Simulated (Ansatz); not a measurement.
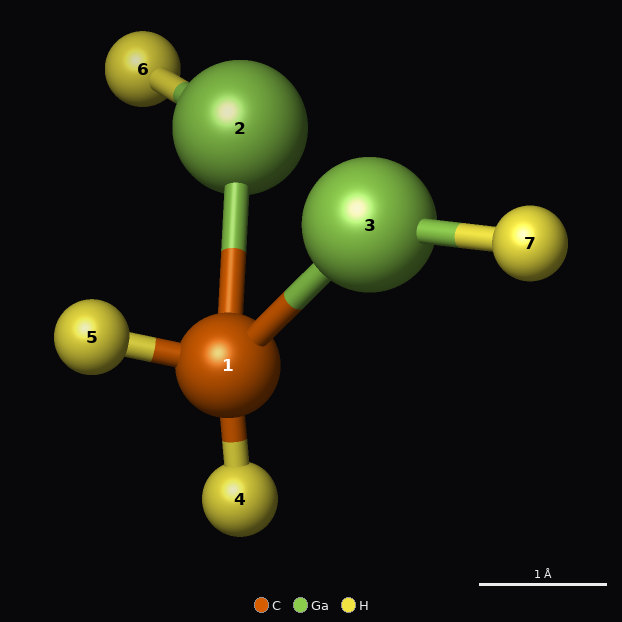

Numbered structure. Computed geometry: PBE0-D4/def2-TZVP optimisation.

Q: What is the geometry at Ga3?

A: Ga3 has 2 neighbours (C1 at 1.94, H7 at 1.56 Å); the arrangement is bent.

Q: How are the neighbours of atom 2 arranged?

A: Ga2 has 2 neighbours (C1 at 2.08, H6 at 1.57 Å); the arrangement is bent.
